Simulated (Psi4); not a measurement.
**InHF2 (SMILES [F][InH][F]): B2PLYP/def2-TZVP (core potential)**

Aim: the vertical ionisation energy of InHF2 at B2PLYP/def2-TZVP (core potential), from 2 runs. 

The results are computed with Psi4 1.11.

1 further run of the same task is left out (set aside as unsound or not needed).

## (1) The system as given

InHF2 has 4 atoms, charge 0, and is taken as a singlet. As SMILES, `[F][InH][F]`. The shape is that of a PBE0-D4/def2-TZVP optimisation.

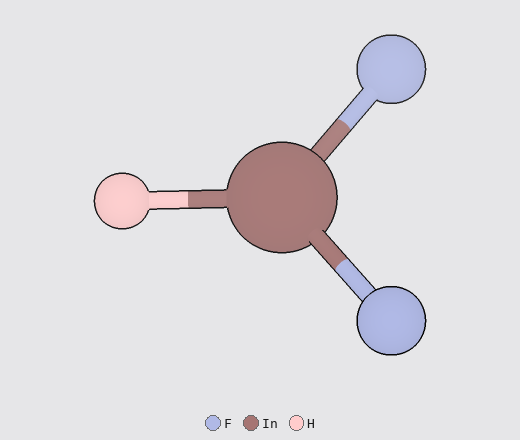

The structure, seen from a chosen angle (fluorine light blue, indium brown, hydrogen pink).

## (2) The energy at B2PLYP/def2-TZVP (core potential)

The input, f2hin.xyz:

```xyz
4
F2HIn
F     -1.694300    -0.668800     0.241700
In     0.043800     0.113800    -0.088400
F      1.340800    -1.004700     0.811200
H      0.365400     1.499400    -0.984800
```

The input, run.py:

```python
import numpy as np
from ase.calculators.psi4 import Psi4
from ase.io import read

atoms = read('f2hin.xyz')
calc = Psi4(atoms=atoms, method='b2plyp', basis='def2-TZVP', memory='1600MB', num_threads=1, charge=0, multiplicity=1, label='psi4-calc', reference='rks')
calc.psi4.set_options({'puream': True, 'e_convergence': 1e-09, 'd_convergence': 1e-08, 'scf_type': 'pk', 'dft_radial_points': 99, 'dft_spherical_points': 590, 'num_frozen_docc': 6})
atoms.calc = calc

print(f'energy: {atoms.get_potential_energy():.6f} eV')
```

Launch:

```
$ python run.py
```

psi4-calc.dat (excerpt; [...] marks lines left out):

```text
[...]
    !!!  WARNING: ECP capability is in beta. Please check occupations closely.  !!!
[...]
  Running in c1 symmetry.
[...]
  Nuclear repulsion =  126.753633381027427
[...]
  Multiplicity = 1
[...]
  Nalpha       = 20
  Nbeta        = 20
[...]
    Number of basis functions: 118
[...]
   @RKS iter   1:  -389.80387058383286   -1.36911e+00   6.34331e-03 DIIS/ADIIS
[...]
   @RKS iter  11:  -389.99009287554173   -1.17666e-11   3.45494e-09 DIIS
[...]
    Orbital Energies [Eh]
    ---------------------
    Doubly Occupied:
       1A    -25.296065     2A    -25.296056     3A     -5.013110
       4A     -3.362799     5A     -3.351237     6A     -3.350731
       7A     -1.276293     8A     -1.274955     9A     -0.924598
      10A     -0.921517    11A     -0.919981    12A     -0.916204
      13A     -0.907761    14A     -0.543508    15A     -0.477643
      16A     -0.475907    17A     -0.469552    18A     -0.458171
      19A     -0.451258    20A     -0.421200
[...]
  @RKS Final Energy:  -389.99009287554173
   => Energetics <=
    Nuclear Repulsion Energy =            126.7536333810274272
    One-Electron Energy =                -868.2320289084746037
    Two-Electron Energy =                 369.7903039182169778
    DFT Exchange-Correlation Energy =     -18.3020012663114784
    Empirical Dispersion Energy =           0.0000000000000000
    VV10 Nonlocal Energy =                  0.0000000000000000
    Total Energy =                       -389.9900928755417340
[...]
 Multipole Moments:
 ------------------------------------------------------------------------------------
     Multipole            Electronic (a.u.)      Nuclear  (a.u.)        Total (a.u.)
 ------------------------------------------------------------------------------------
 L = 1.  Multiply by 2.5417464519 to convert [e a0] to [Debye]
 Dipole X            :          3.2162409           -2.9377079            0.2785330
 Dipole Y            :         13.8626961          -12.6618980            1.2007981
 Dipole Z            :         -8.9666253            8.1899711           -0.7766542
 Magnitude           :                                                    1.4569449
[...]
```

The script printed:

```text
Memory set to   1.490 GiB by Python driver.
  Threads set to 1 by Python driver.

  Memory set to   1.490 GiB by Python driver.
  Threads set to 1 by Python driver.
energy: -10619.082458 eV
```

Run time: 13 s. Hardware: 1 thread of Intel Xeon Platinum 8488C (Sapphire Rapids), shared host; peak memory 0.72 GiB.

## (3) The doublet cation

The input, run_ase.py:

```python
import numpy as np
from ase.calculators.psi4 import Psi4
from ase import Atoms

atoms = Atoms(['F', 'In', 'F', 'H'], positions=[
    [-1.694300, -0.668800, 0.241700],
    [0.043800, 0.113800, -0.088400],
    [1.340800, -1.004700, 0.811200],
    [0.365400, 1.499400, -0.984800],
])
calc = Psi4(atoms=atoms, method='b2plyp', basis='def2-TZVP', memory='1600MB', num_threads=1, charge=1, multiplicity=2, label='psi4-calc', reference='uks')
calc.psi4.set_options({'puream': True, 'e_convergence': 1e-09, 'd_convergence': 1e-08, 'scf_type': 'pk', 'dft_radial_points': 99, 'dft_spherical_points': 590, 'num_frozen_docc': 6, 'maxiter': 200})
atoms.calc = calc

print(f'energy: {atoms.get_potential_energy():.6f} eV')
```

Launch:

```
$ python run_ase.py
```

psi4-calc.dat (excerpt; [...] marks lines left out):

```text
[...]
    !!!  WARNING: ECP capability is in beta. Please check occupations closely.  !!!
[...]
  Running in c1 symmetry.
[...]
  Nuclear repulsion =  126.753633381027427
[...]
  Multiplicity = 2
[...]
  Nalpha       = 20
  Nbeta        = 19
[...]
    Number of basis functions: 118
[...]
   @UKS iter   1:  -389.30145086423380   -8.66695e-01   6.17805e-03 DIIS/ADIIS
[...]
   @UKS iter  35:  -389.52795348525166   -7.44649e-12   9.71331e-09 DIIS
[...]
   @S^2 Observed:                8.048406553E-01
[...]
    Orbital Energies [Eh]
    ---------------------
    Alpha Occupied:
       1A    -25.602442     2A    -25.601966     3A     -5.297902
       4A     -3.642950     5A     -3.640693     6A     -3.635445
       7A     -1.573323     8A     -1.572208     9A     -1.213157
      10A     -1.202430    11A     -1.199378    12A     -1.198379
      13A     -1.193989    14A     -0.839044    15A     -0.787366
      16A     -0.771164    17A     -0.749833    18A     -0.749204
      19A     -0.740818    20A     -0.734513
    Alpha Virtual:
      21A     -0.283696    22A     -0.253771    23A     -0.182249
      24A     -0.094907    25A     -0.069915    26A     -0.057125
[...]
  @UKS Final Energy:  -389.52795348525166
   => Energetics <=
    Nuclear Repulsion Energy =            126.7536333810274272
    One-Electron Energy =                -856.9374270394087034
    Two-Electron Energy =                 358.7757664443373642
    DFT Exchange-Correlation Energy =     -18.1199262712077207
    Empirical Dispersion Energy =           0.0000000000000000
    VV10 Nonlocal Energy =                  0.0000000000000000
    Total Energy =                       -389.5279534852516576
[...]
 Multipole Moments:
 ------------------------------------------------------------------------------------
     Multipole            Electronic (a.u.)      Nuclear  (a.u.)        Total (a.u.)
 ------------------------------------------------------------------------------------
 L = 1.  Multiply by 2.5417464519 to convert [e a0] to [Debye]
 Dipole X            :          3.3054968           -2.9377079            0.3677890
 Dipole Y            :         14.2573169          -12.6618980            1.5954189
 Dipole Z            :         -9.2222149            8.1899711           -1.0322437
 Magnitude           :                                                    1.9354992
[...]
```

Standard output:

```text
Memory set to   1.490 GiB by Python driver.
  Threads set to 1 by Python driver.

  Memory set to   1.490 GiB by Python driver.
  Threads set to 1 by Python driver.
energy: -10606.581617 eV
```

Wall time 44 s (1 thread of Intel Xeon Platinum 8488C (Sapphire Rapids), shared host); peak memory 0.72 GiB.

## (4) Results

Level: B2PLYP/def2-TZVP (core potential), 6 core orbitals frozen.

| quantity | value |
| --- | --- |
| singlet InHF2: total energy | -390.24409 Eh |
| singlet InHF2: HOMO energy (SCF part's orbitals) | -11.46 eV |
| singlet InHF2: LUMO energy (SCF part's orbitals) | -0.93 eV |
| singlet InHF2: HOMO–LUMO gap (SCF part's orbitals) | 10.53 eV |
| doublet cation: total energy | -389.78469 Eh |
| doublet cation: HOMO energy (SCF part's orbitals) (highest over α and β) | -17.75 eV |
| doublet cation: LUMO energy (SCF part's orbitals) (lowest over α and β) | -13.67 eV |
| doublet cation: ⟨S²⟩ | 0.805 |
| vertical ionisation energy (to the doublet cation) | 12.501 eV |

**Reading.** Removing an electron at fixed nuclei costs 12.50 eV (288 kcal/mol). The negative HOMO energy of the first species, 11.46 eV, lies 1.04 eV below that difference.
